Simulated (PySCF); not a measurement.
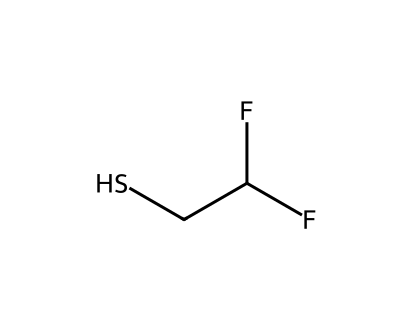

Structural formula above. Computed geometry: PBE0-D3(BJ)/def2-SVP optimisation. No frequency run is at hand to confirm it as a minimum.

What does the molecule look like in three dimensions?

Formula C2H4F2S. SMILES: `FC(F)CS`. It has no ring. Among its groups: thiol, C–F bond. This geometry has C1 symmetry. Coordination: 2 C tetrahedral; 1 S bent.

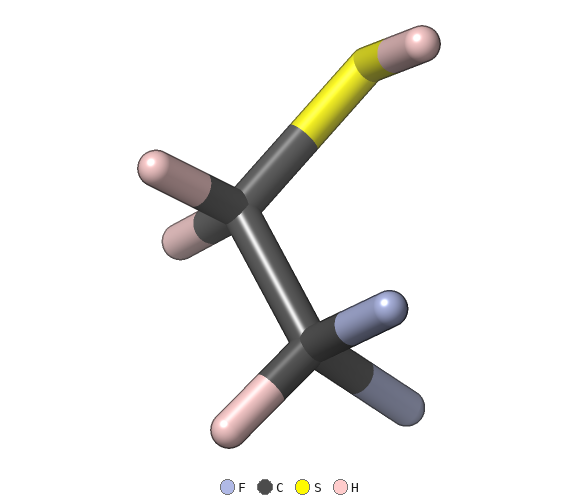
